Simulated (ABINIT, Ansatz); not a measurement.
# KTaO3 (Pm-3m): Raman and infrared activity, part 2 of 4

Which lines does KTaO3 (Pm-3m) show in Raman and infrared spectra?

ABINIT 10.8.3; DFT LDA, scalar-relativistic, plane waves, PseudoDojo norm-conserving pseudopotentials.

So far. Step 3 (Relaxing the cell and atoms): The volume changes by -3.7 % in this run and stands -3.7 % from the first cell. Step 4 (Self-consistent run for the response): The cell stands at -0.95 GPa: the relaxation ran with a smoothed and higher cutoff and on another k mesh. The relaxed cell has a = 3.939 Å (conventional setting).

## 6. Linear response at Γ

The derivative of the wavefunctions by k comes first, since the response to a field is built on it; then the field and the displacements that symmetry doesn't supply are solved at q = 0. By the 2n+1 theorem the first-order wavefunctions also give third derivatives: Raman tensors and the non-linear susceptibility.

It reads the wavefunctions written in step 4.

dfpt_gamma.abi reads:

```
ndtset 3

# common to the responses
getwfk_filepath "gso_WFK"
kptopt 2
nqpt 1
qpt 0.0 0.0 0.0
asr 0
chneut 0

# d/dk
rfelfd1 2
rfdir1 1 1 1
iscf1 -3
tolwfr1 1.0d-20

# displacements, field
rfphon2 1
rfatpol2 1 5
rfdir2 1 1 1
rfelfd2 3
getddk2 1
tolvrs2 1.0d-10
prepanl2 1
prtden2 1

# third order
optdriver3 5
getden_filepath3 "gso_DEN"
get1den3 2
get1wf3 2
getddk3 1
d3e_pert1_elfd3 1
d3e_pert1_phon3 1
d3e_pert1_atpol3 1 5
d3e_pert1_dir3 1 1 1
d3e_pert2_elfd3 1
d3e_pert2_dir3 1 1 1
d3e_pert3_elfd3 1
d3e_pert3_dir3 1 1 1
usepead3 1
tolvrs3 1.0d-10

# basis, mesh and filling
ecut 36.0
ngkpt 6 6 6
nshiftk 1
shiftk 0.5 0.5 0.5
istwfk *1
occopt 1
nband 20
nstep 100
diemac 9.0
prtebands 0
prtgsr 0

# cell and atoms
acell 7.443161413 7.443161413 7.443161413
rprim 
    1.0 0.0 0.0
    0.0 1.0 0.0
    0.0 0.0 1.0
ntypat 3
znucl 19 73 8
natom 5
typat 1 2 3 3 3
xred 
    0.5 0.5 0.5
    0.0 0.0 0.0
    0.5 0.0 0.0
    0.0 0.5 0.0
    0.0 0.0 0.5
pp_dirpath "./pseudo"
pseudos "K.upf, Ta.upf, O.upf"
```

On the command line:

```console
OMP_NUM_THREADS=1 mpirun -n 16 abinit dfpt_gamma.abi > dfpt_gamma.log
```

Numbers of over 12 decimals in the logs are rounded to 6 here.

dfpt_gamma.abo, the main output file:

```text
[banners, grids, parts of the stress and lines that vanish by symmetry left out]
- input  file    -> dfpt_gamma.abi
- output file    -> dfpt_gamma.abo
- root for input  files -> dfpt_gammai
[...]
DATASET    1 : space group Pm -3 m (#221); Bravais cP (primitive cubic)
[...]
nfft =       91125          nkpt =         108
[...]
DATASET    2 : space group Pm -3 m (#221); Bravais cP (primitive cubic)
[...]
nfft =       91125          nkpt =         108
[...]
DATASET    3 : space group Pm -3 m (#221); Bravais cP (primitive cubic)
[...]
mpw =        4266          nfft =       91125          nkpt =         108
[...]
== DATASET  1 ==================================================================
[...]
cutoff_energies: {ecut:  36.0, pawecutdg:  -1.0, }
[...]
-  8.00000   6.00000  201201                  znucl, zion, pspdat
[...]
Perturbation : derivative vs k along direction   1
[...]
-ETOT  1  -28.657879006235     -2.866E+01 3.459E-01 0.000E+00
 ETOT  2  -28.922110001358     -2.642E-01 2.704E-02 0.000E+00
 ETOT  3  -28.933933719107     -1.182E-02 1.211E-03 0.000E+00
 ETOT  4  -28.934715694702     -7.820E-04 1.484E-04 0.000E+00
 ETOT  5  -28.934779068256     -6.337E-05 9.250E-06 0.000E+00
[...]
At SCF step   22   max residual=  9.98E-21 < tolwfr=  1.00E-20 =>converged.
[...]
Perturbation : derivative vs k along direction   2
[...]
-ETOT  1  -28.655648015706     -2.866E+01 3.134E-01 0.000E+00
[...]
At SCF step   21   max residual=  9.98E-21 < tolwfr=  1.00E-20 =>converged.
[...]
Perturbation : derivative vs k along direction   3
[...]
-ETOT  1  -28.657879010279     -2.866E+01 3.459E-01 0.000E+00
[...]
At SCF step   22   max residual=  9.98E-21 < tolwfr=  1.00E-20 =>converged.
[...]
1        1       0.6952355009   -0.0000000000
     1        2       0.0000000000    0.0000000000
     1        3       0.0000000000    0.0000000000
     2        1       0.0000000000    0.0000000000
     2        2       0.6952355009   -0.0000000000
     2        3       0.0000000000    0.0000000000
     3        1       0.0000000000    0.0000000000
     3        2       0.0000000000    0.0000000000
     3        3       0.6952355009   -0.0000000000
[...]
== DATASET  2 ==================================================================
[...]
cutoff_energies: {ecut:  36.0, pawecutdg:  -1.0, }
[...]
Perturbation : displacement of atom   1   along direction   1
[...]
-ETOT  1   4.475975     -1.813E+03 4.889E+00 3.231E+02
[...]
At SCF step   12       vres2   =  1.86E-11 < tolvrs=  1.00E-10 =>converged.
[...]
Perturbation : displacement of atom   2   along direction   1
[...]
-ETOT  1   5.406685     -2.536E+03 1.165E+01 7.685E+02
[...]
At SCF step   13       vres2   =  1.79E-11 < tolvrs=  1.00E-10 =>converged.
[...]
Perturbation : displacement of atom   3   along direction   1
[...]
-ETOT  1   19.816165433397     -3.367E+03 4.884E+00 1.640E+04
[...]
At SCF step   13       vres2   =  4.85E-11 < tolvrs=  1.00E-10 =>converged.
[...]
Perturbation : displacement of atom   3   along direction   2
[...]
-ETOT  1   7.960437     -3.357E+03 1.525E+00 5.864E+03
[...]
At SCF step   12       vres2   =  3.56E-11 < tolvrs=  1.00E-10 =>converged.
[...]
Perturbation : homogeneous electric field along direction   1
[...]
-ETOT  1  -97.378219898836     -9.738E+01 3.955E+00 4.084E+03
[...]
At SCF step   13       vres2   =  4.95E-12 < tolvrs=  1.00E-10 =>converged.
[...]
Perturbation : homogeneous electric field along direction   2
[...]
-ETOT  1  -97.349483494017     -9.735E+01 3.955E+00 4.073E+03
[...]
At SCF step   13       vres2   =  1.01E-11 < tolvrs=  1.00E-10 =>converged.
[...]
Perturbation : homogeneous electric field along direction   3
[...]
-ETOT  1  -97.378219722826     -9.738E+01 3.955E+00 4.084E+03
[...]
ETOT 12  -101.40279051957     -9.534E-11 6.545E-11 1.167E-10
 ETOT 13  -101.40279051958     -9.621E-12 1.445E-11 8.879E-11
 At SCF step   13       vres2   =  8.88E-11 < tolvrs=  1.00E-10 =>converged.
[...]
Dielectric tensor, in cartesian coordinates,
[...]
1    7   1    7         5.3365323202        -0.0000000000
   1    7   2    7        -0.0000000000        -0.0000000000
   1    7   3    7        -0.0000000000        -0.0000000000
   2    7   1    7        -0.0000000000        -0.0000000000
   2    7   2    7         5.3365323202        -0.0000000000
   2    7   3    7        -0.0000000000        -0.0000000000
   3    7   1    7        -0.0000000000        -0.0000000000
   3    7   2    7        -0.0000000000        -0.0000000000
   3    7   3    7         5.3365323202        -0.0000000000
  Effective charges, in cartesian coordinates,
[...]
1    1   1    7         1.1537883860         0.0000000000
   2    1   1    7         0.0000000000         0.0000000000
   3    1   1    7         0.0000000000         0.0000000000
   1    2   1    7         8.6296020435         0.0000000000
   2    2   1    7         0.0000000000         0.0000000000
[...]
Effective charges, in cartesian coordinates,
[...]
2    7   1    5         0.0000000000         0.0000000000
   3    7   1    5         0.0000000000         0.0000000000
   1    7   2    5         0.0000000000         0.0000000000
   2    7   2    5        -1.6788235798         0.0000000000
   3    7   2    5         0.0000000000         0.0000000000
   1    7   3    5         0.0000000000         0.0000000000
   2    7   3    5         0.0000000000         0.0000000000
   3    7   3    5        -6.4037237145         0.0000000000
  Phonon wavevector (reduced coordinates) :  0.00000  0.00000  0.00000
 Phonon energies in Hartree :
[...]
Phonon frequencies in cm-1    :
- -1.361380E+00 -1.361379E+00 -1.361379E+00  1.064543E+02  1.064543E+02
-  1.064543E+02  1.848644E+02  1.848644E+02  1.848644E+02  2.530850E+02
-  2.530850E+02  2.530850E+02  5.546946E+02  5.546946E+02  5.546946E+02
  Phonon at Gamma, with non-analyticity in the
[...]
Phonon energies in Hartree :
[...]
Phonon frequencies in cm-1    :
- -1.361380E+00 -1.361379E+00 -1.360133E+00  1.064543E+02  1.064543E+02
-  1.759529E+02  1.848644E+02  1.848644E+02  2.530850E+02  2.530850E+02
-  2.530850E+02  4.018181E+02  5.546946E+02  5.546946E+02  8.172811E+02
  Phonon at Gamma, with non-analyticity in the
[...]
Phonon energies in Hartree :
[...]
Phonon frequencies in cm-1    :
- -1.361380E+00 -1.361379E+00 -1.360133E+00  1.064543E+02  1.064543E+02
-  1.759529E+02  1.848644E+02  1.848644E+02  2.530850E+02  2.530850E+02
-  2.530850E+02  4.018181E+02  5.546946E+02  5.546946E+02  8.172811E+02
  Phonon at Gamma, with non-analyticity in the
[...]
Phonon energies in Hartree :
[...]
Phonon frequencies in cm-1    :
- -1.361379E+00 -1.361379E+00 -1.360133E+00  1.064543E+02  1.064543E+02
-  1.759529E+02  1.848644E+02  1.848644E+02  2.530850E+02  2.530850E+02
-  2.530850E+02  4.018181E+02  5.546946E+02  5.546946E+02  8.172811E+02
[...]
== DATASET  3 ==================================================================
[...]
cutoff_energies: {ecut:  36.0, pawecutdg:  -1.0, }
[...]
1          1       -0.000000000       -0.000000000       -0.000000000
[...]
1          2       -0.000000000       -0.000000000       -0.000000000
[...]
1          3       -0.000000000       -0.000000000       -0.000000000
[...]
2          1       -0.000000000       -0.000000000       -0.000000000
[...]
2          2       -0.000000000       -0.000000000       -0.000000000
[...]
2          3       -0.000000000       -0.000000000       -0.000000000
[...]
3          1       -0.000000000       -0.000000000       -0.000000000
[...]
3          2       -0.000000000       -0.000000000       -0.000000000
[...]
3          3       -0.000000000       -0.000000000       -0.000000000
[...]
4          1       -0.000000000       -0.000000000       -0.000000000
[...]
4          2       -0.000000000       -0.000000000       -0.000000000
[...]
4          3       -0.000000000       -0.000000000       -0.000000000
[...]
5          1       -0.000000000       -0.000000000       -0.000000000
[...]
5          2       -0.000000000       -0.000000000       -0.000000000
[...]
5          3       -0.000000000       -0.000000000       -0.000000000
[...]
strten2     0.0000000000E+00  0.0000000000E+00  0.0000000000E+00
           strten3     0.0000000000E+00  0.0000000000E+00  0.0000000000E+00
================================================================================
```

The job ended after 5.5 min (16 MPI ranks of Arm Neoverse V2, shared host; 88 min of CPU time).

Numbers from this step:

* miss of the charge sum rule: 0.02202 e
* largest acoustic frequency at the zone centre before the sum rule: -1.36 cm⁻¹
* highest optical zone-centre mode (no LO-TO term): 554.7 cm⁻¹
* lowest optical zone-centre mode: 106.5 cm⁻¹
* mean high-frequency dielectric constant: 5.337
* largest Born charge in size (third of the trace): 8.630 e

Born charge (rows field, columns displacement), before the sum rule (e), principal values of the symmetric part by kind of site:

```tsv
atom	atoms with these values	low	middle	high	mean
K1	1	1.15	1.15	1.15	1.15
Ta2	1	8.63	8.63	8.63	8.63
O3	3	-6.40	-1.68	-1.68	-3.25
```

In full for K1:

```
1.15 0.00 0.00
0.00 1.15 0.00
0.00 0.00 1.15
```

High-frequency dielectric tensor:

```
5.34 0.00 0.00
0.00 5.34 0.00
0.00 0.00 5.34
```

The acoustic modes at Γ come out as far as 1.4 cm⁻¹ from zero, where they should vanish, a small numerical error; the Born charges miss their sum rule by 0.022 e, which is fair.

## 7. Modes with the sum rule

anaddb reads the merged derivatives, imposes the acoustic sum rule and charge neutrality, and adds the LO-TO term along chosen directions.

anaddb.abi reads:

```
ddb_filepath "gamma_DDB"
output_file "anaddb.abo"
outdata_prefix "anaddb"
asr 1
chneut 1
enunit 2
eivec 1
nph1l 1
qph1l 0.0 0.0 0.0 1.0
dieflag 1
nph2l 3
qph2l 
    1.0 0.0 0.0 0.0
    0.0 0.0 1.0 0.0
    1.0 1.0 1.0 0.0
nlflag 1
ramansr 1
alphon 1
prtmbm 1
```

mrgddb.in reads:

```
gamma_DDB
merged
3
dfpt_gammao_DS2_DDB
dfpt_gammao_DS3_DDB
gso_DDB
```

On the command line:

```console
mrgddb < mrgddb.in > mrgddb.log
OMP_NUM_THREADS=1 anaddb anaddb.abi > anaddb.log
```

anaddb.abo, the main output file:

```text
[banners, grids, parts of the stress and lines that vanish by symmetry left out]
-outvars_anaddb: echo values of input variables ----------------------

 Flags :
[...]
Dielectric Tensor and Effective Charges
[...]
Effective charge tensors after
[...]
1          1       -0.000000000       -0.000000000       -0.000000000
[...]
1          2       -0.000000000       -0.000000000       -0.000000000
[...]
1          3       -0.000000000       -0.000000000       -0.000000000
[...]
2          1       -0.000000000       -0.000000000       -0.000000000
[...]
2          2       -0.000000000       -0.000000000       -0.000000000
[...]
2          3       -0.000000000       -0.000000000       -0.000000000
[...]
3          1       -0.000000000       -0.000000000       -0.000000000
[...]
3          2       -0.000000000       -0.000000000       -0.000000000
[...]
3          3       -0.000000000       -0.000000000       -0.000000000
[...]
4          1       -0.000000000       -0.000000000       -0.000000000
[...]
4          2       -0.000000000       -0.000000000       -0.000000000
[...]
4          3       -0.000000000       -0.000000000       -0.000000000
[...]
5          1       -0.000000000       -0.000000000       -0.000000000
[...]
5          2       -0.000000000       -0.000000000       -0.000000000
[...]
5          3       -0.000000000       -0.000000000       -0.000000000
[...]
Phonon wavevector (reduced coordinates) :  0.00000  0.00000  0.00000
 Phonon energies in Hartree :
[...]
Phonon energies in meV     :
-  0.000000E+00  0.000000E+00  0.000000E+00  1.320529E+01  1.320529E+01
-  1.320529E+01  2.292109E+01  2.292109E+01  2.292109E+01  3.138749E+01
-  3.138749E+01  3.138749E+01  6.877094E+01  6.877094E+01  6.877094E+01
 Phonon frequencies in cm-1    :
-  0.000000E+00  0.000000E+00  0.000000E+00  1.065078E+02  1.065078E+02
-  1.065078E+02  1.848710E+02  1.848710E+02  1.848710E+02  2.531572E+02
-  2.531572E+02  2.531572E+02  5.546750E+02  5.546750E+02  5.546750E+02
 Phonon frequencies in Thz     :
-  0.000000E+00  0.000000E+00  0.000000E+00  3.193024E+00  3.193024E+00
-  3.193024E+00  5.542295E+00  5.542295E+00  5.542295E+00  7.589461E+00
-  7.589461E+00  7.589461E+00  1.662874E+01  1.662874E+01  1.662874E+01
 Phonon energies in Kelvin  :
-  0.000000E+00  0.000000E+00  0.000000E+00  1.532410E+02  1.532410E+02
-  1.532410E+02  2.659882E+02  2.659882E+02  2.659882E+02  3.642367E+02
-  3.642367E+02  3.642367E+02  7.980536E+02  7.980536E+02  7.980536E+02
[...]
-  1  0.00000000E+00  0.00000000E+00 -1.43059558E-03
-     0.00000000E+00  0.00000000E+00  0.00000000E+00
-  2  0.00000000E+00  0.00000000E+00 -1.43059351E-03
-     0.00000000E+00  0.00000000E+00  0.00000000E+00
-  3  0.00000000E+00  0.00000000E+00 -1.43059796E-03
-     0.00000000E+00  0.00000000E+00  0.00000000E+00
-  4  0.00000000E+00  0.00000000E+00 -1.43059796E-03
-     0.00000000E+00  0.00000000E+00  0.00000000E+00
-  5  0.00000000E+00  0.00000000E+00 -1.43059774E-03
-     0.00000000E+00  0.00000000E+00  0.00000000E+00
[...]
-  1  0.00000000E+00  1.43059558E-03  0.00000000E+00
-     0.00000000E+00  0.00000000E+00  0.00000000E+00
-  2  0.00000000E+00  1.43059351E-03  0.00000000E+00
-     0.00000000E+00  0.00000000E+00  0.00000000E+00
-  3  0.00000000E+00  1.43059796E-03  0.00000000E+00
-     0.00000000E+00  0.00000000E+00  0.00000000E+00
-  4  0.00000000E+00  1.43059774E-03  0.00000000E+00
-     0.00000000E+00  0.00000000E+00  0.00000000E+00
-  5  0.00000000E+00  1.43059796E-03  0.00000000E+00
-     0.00000000E+00  0.00000000E+00  0.00000000E+00
[...]
-  1  1.43059558E-03  0.00000000E+00  0.00000000E+00
-     0.00000000E+00  0.00000000E+00  0.00000000E+00
-  2  1.43059351E-03  0.00000000E+00  0.00000000E+00
-     0.00000000E+00  0.00000000E+00  0.00000000E+00
-  3  1.43059774E-03  0.00000000E+00  0.00000000E+00
-     0.00000000E+00  0.00000000E+00  0.00000000E+00
-  4  1.43059796E-03  0.00000000E+00  0.00000000E+00
-     0.00000000E+00  0.00000000E+00  0.00000000E+00
[...]
-  4  2.12552075E-03  0.00000000E+00  0.00000000E+00
[...]
-  5  2.12552075E-03  0.00000000E+00  0.00000000E+00
[...]
-     1         -0.000000     0.000000     0.000012     0.000012
-     2         -0.000000    -0.000012    -0.000000     0.000012
[...]
-    14          0.000000     4.369079     0.000000     4.369079
-    15          4.369079     0.000000     0.000000     4.369079
[...]
-   1     Real    0.0000E+00  0.0000E+00  0.0000E+00  0.0000E+00  0.0000E+00  0.0000E+00  0.0000E+00
[...]
-   2     Real    0.0000E+00  0.0000E+00  0.0000E+00  0.0000E+00  0.0000E+00  0.0000E+00  0.0000E+00
[...]
-   3     Real    0.0000E+00  0.0000E+00  0.0000E+00  0.0000E+00  0.0000E+00  0.0000E+00  0.0000E+00
[...]
-   4     Real    0.0000E+00  0.0000E+00  1.0413E-03  0.0000E+00  0.0000E+00  0.0000E+00  1.0413E-03
[...]
-   5     Real    0.0000E+00  1.0413E-03  0.0000E+00  0.0000E+00  0.0000E+00  0.0000E+00  1.0413E-03
[...]
-   6     Real    1.0413E-03  0.0000E+00  0.0000E+00  0.0000E+00  0.0000E+00  0.0000E+00  1.0413E-03
[...]
-   7     Real    0.0000E+00  0.0000E+00  1.5124E-04  0.0000E+00  0.0000E+00  0.0000E+00  1.5124E-04
[...]
-   8     Real    0.0000E+00  1.5124E-04  0.0000E+00  0.0000E+00  0.0000E+00  0.0000E+00  1.5124E-04
[...]
-   9     Real    1.5124E-04  0.0000E+00  0.0000E+00  0.0000E+00  0.0000E+00  0.0000E+00  1.5124E-04
[...]
-  10     Real    0.0000E+00  0.0000E+00  0.0000E+00  0.0000E+00  0.0000E+00  0.0000E+00  0.0000E+00
[...]
-  11     Real    0.0000E+00  0.0000E+00  0.0000E+00  0.0000E+00  0.0000E+00  0.0000E+00  0.0000E+00
[...]
-  12     Real    0.0000E+00  0.0000E+00  0.0000E+00  0.0000E+00  0.0000E+00  0.0000E+00  0.0000E+00
[...]
-  13     Real    0.0000E+00  0.0000E+00  6.5380E-04  0.0000E+00  0.0000E+00  0.0000E+00  6.5380E-04
[...]
-  14     Real    0.0000E+00  6.5380E-04  0.0000E+00  0.0000E+00  0.0000E+00  0.0000E+00  6.5380E-04
[...]
-  15     Real    6.5380E-04  0.0000E+00  0.0000E+00  0.0000E+00  0.0000E+00  0.0000E+00  6.5380E-04
[...]
-         0.000000000       0.000000000       0.000000000
-         0.000000000       0.000000000       0.000000000
-         0.000000000       0.000000000       0.000000000
[...]
-         0.000000000       0.000000000       0.000000000
-         0.000000000       0.000000000       0.000000000
-         0.000000000       0.000000000       0.000000000
[...]
Phonon at Gamma, with non-analyticity in the
[...]
Phonon energies in Hartree :
[...]
Phonon energies in meV     :
-  0.000000E+00  0.000000E+00  0.000000E+00  1.320529E+01  1.320529E+01
-  2.181720E+01  2.292109E+01  2.292109E+01  3.138749E+01  3.138749E+01
-  3.138749E+01  4.985124E+01  6.877094E+01  6.877094E+01  1.013669E+02
 Phonon frequencies in cm-1    :
-  0.000000E+00  0.000000E+00  0.000000E+00  1.065078E+02  1.065078E+02
[...]
Phonon frequencies in Thz     :
[...]
Phonon energies in Kelvin  :
[...]
-  1  0.00000000E+00  0.00000000E+00  1.43059558E-03
[...]
-  2  0.00000000E+00  0.00000000E+00  1.43059351E-03
[...]
-  3  0.00000000E+00  0.00000000E+00  1.43059796E-03
[...]
-  4  0.00000000E+00  0.00000000E+00  1.43059796E-03
[...]
Phonon at Gamma, with non-analyticity in the
[...]
Phonon energies in Hartree :
[...]
Phonon energies in meV     :
[...]
Phonon frequencies in cm-1    :
[...]
Phonon frequencies in Thz     :
[...]
Phonon energies in Kelvin  :
[...]
Phonon at Gamma, with non-analyticity in the
[...]
Phonon energies in Hartree :
[...]
Phonon energies in meV     :
[...]
Phonon frequencies in cm-1    :
[...]
Phonon frequencies in Thz     :
[...]
Phonon energies in Kelvin  :
[...]
-  2.531780E+02  2.659882E+02  2.659882E+02  3.642367E+02  3.642367E+02
-  3.642367E+02  5.784996E+02  7.980536E+02  7.980536E+02  1.176314E+03
[...]
-  4  1.70629990E-03  2.66358247E-03 -5.78696469E-04
[...]
-  5  1.70629990E-03 -1.12760343E-03  1.36697506E-03
[...]
-         0.000000000       0.000000000       0.000000000
-         0.000000000       0.000000000       0.000000000
[...]
Direction                     Dielectric constant
[...]
0.00000   0.00000   1.00000    149.70120537
   1.00000   1.00000   1.00000    149.70120537
-
```

Run time: 1.2 s. Hardware: 1 thread.

This step gave:

| Item | Value |
| --- | --- |
| mean static dielectric constant | 149.7 |
| highest mode moved by the LO-TO term | 817.6 cm⁻¹ |

No LO-TO term; unit eigenvectors of the mass-weighted matrix, from anaddb's displacements. The modes at Γ (shares of kinetic energy by element, %):

```tsv
mode	frequency (cm⁻¹)	symmetry	K %	Ta %	O %
1	0.0	acoustic	15	68	18
2	0.0	acoustic	15	68	18
3	0.0	acoustic	15	68	18
4	106.5	T1u	5	27	68
5	106.5	T1u	5	27	68
6	106.5	T1u	5	27	68
7	184.9	T1u	81	5	14
8	184.9	T1u	81	5	14
9	184.9	T1u	81	5	14
10	253.2	T2u	0	0	100
11	253.2	T2u	0	0	100
12	253.2	T2u	0	0	100
13	554.7	T1u	0	0	100
14	554.7	T1u	0	0	100
15	554.7	T1u	0	0	100
```

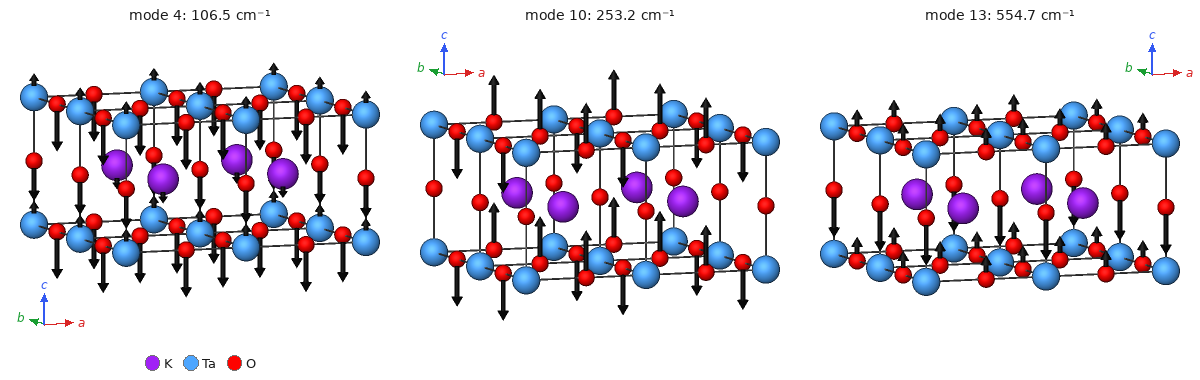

Displacement patterns of modes 4, 10 and 13 at Γ; arrows are exaggerated. 2×2×1 cells are drawn. Some periodic images of atoms are drawn too.

Trace of the oscillator strength, degenerate modes summed. Lines of the infrared spectrum (strongest = 100):

```tsv
position (cm⁻¹)	lines merged	IR intensity, relative
106	3	100
185	3	15
253	3	0.0
555	3	63
```

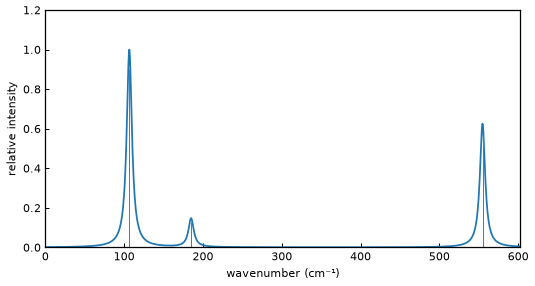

The infrared spectrum, broadened with Lorentzians of width 8 cm⁻¹; bars mark the lines.

Static dielectric tensor (ions relaxed, fixed cell):

```
149.7   0.0   0.0
  0.0 149.7   0.0
  0.0   0.0 149.7
```

The rule moves no optical mode by more than 0.1 cm⁻¹.

[end of part 2 of 4]

[Host names and launcher messages were left out of these logs when they were recorded.]

[Logs are printed without paths, hosts, clocks, repeated set-up lines and the standing remarks that a program may print on its own settings, such as how far it seeks lower states.]

[Hosts, paths, dates, database ids (printed as entryN), source tags and the programs' standing remarks are cut or masked in the printed files.]
